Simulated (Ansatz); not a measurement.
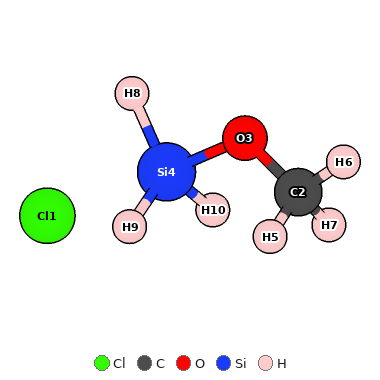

The system is the pair Cl···CH₆OSi, charge −1; the picture shows the reference structure. The turn is about an axis along (−0.53, −0.72, −0.45) in the frame of the relaxed pair, normal to the line between the partners. The first coordinate is: distance Si4···Cl1; the second: turn of Cl1 about Si4. The scan uses a 9 × 9 grid. At 2 points there is no value (left out of the scan, as a rule where atoms come close). All energies are given in kJ/mol relative to the lowest grid point. Energies and slopes of some neighbouring points disagree (a jump in structure or state, or too coarse a mesh). All numbers below come from RKS B3LYP-D4/def2-SVPD (Ansatz 0.2.0).

Its coordinates:

```xyz
10

Cl   -1.8904    2.5004   -1.7731
C     0.6539   -1.1343    1.0435
O     0.8906   -0.5372   -0.1886
Si   -0.2521    0.6777   -0.7864
H     0.6336   -0.3966    1.8758
H     1.4513   -1.8662    1.2679
H    -0.3162   -1.6776    1.0727
H     0.4728    0.9358   -2.0509
H    -0.1554    1.6549    0.3362
H    -1.4882   -0.1567   -0.7972
```

Range: distance Si4···Cl1 from 2.219 to 4.219 Å; turn of Cl1 about Si4 from −120 to 120°.

### Predict the map.

The lowest grid point is at distance Si4···Cl1 = 2.726 Å, turn of Cl1 about Si4 = 0°. The highest grid point, distance Si4···Cl1 = 2.219 Å, turn of Cl1 about Si4 = −120°, lies 1474 kJ/mol above the lowest. At the highest point the unbonded atoms Cl1···C2 come to 1.61 Å, against 5.34 Å at the lowest; the sum of their van der Waals radii is about 3.6 Å.

```csv
"turn of Cl1 about Si4 ↓, distance Si4···Cl1 →",2.219,2.328,2.506,2.726,2.977,3.255,3.556,3.878,4.219
120,673,544,385,257,177,135,117,111,111
90,–,–,641,329,180,113,88,84,86
60,967,729,468,279,164,106,82,76,78
30,210,161,106,69,51,48,52,59,67
0,39,18,2,0,8,21,36,49,60
−30,139,102,66,44,37,40,48,57,66
−60,302,240,166,111,79,66,64,68,73
−90,328,261,183,124,88,70,66,67,72
−120,1474,1431,1354,1234,1049,793,519,302,172
```

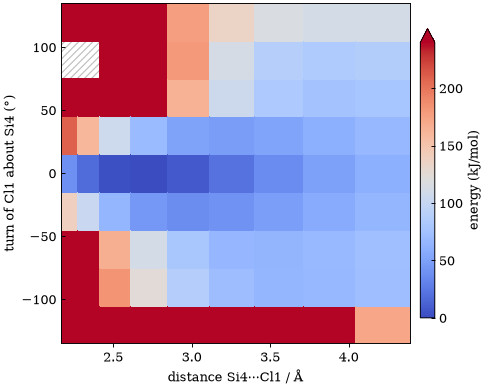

The picture shows one coloured cell a grid point, one colour for all values above the top of the scale, hatched blanks where no value was computed.

Each point was launched as `ansatz run input.yaml --threads 1 --pin off --max-ram 2560MiB --backend cpu --events-out ev --progress --plain --runs-dir out`. The whole map (79 points run) took 15 min on 1 thread of Intel(R) Xeon(R) Processor @ 2.70GHz (shared host).
